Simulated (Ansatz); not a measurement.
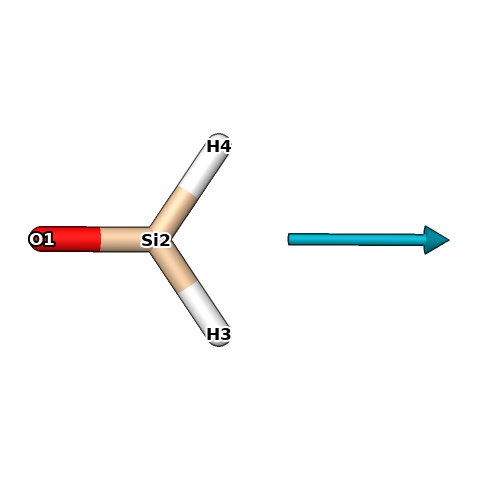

The arrow beside the molecule shows the direction of the dipole moment, from the negative to the positive end (its length means nothing). The geometry was computed by an optimisation with PBE0-D4/def2-TZVP. No frequency run is at hand to confirm it as a minimum. Properties computed with RKS PBE0-D4/def2-TZVP (Ansatz 0.2.0).

### Estimate the dipole moment.

3.69 D; it points from the side of O1 to the side of H3, H4 (the outermost atoms at the two ends).
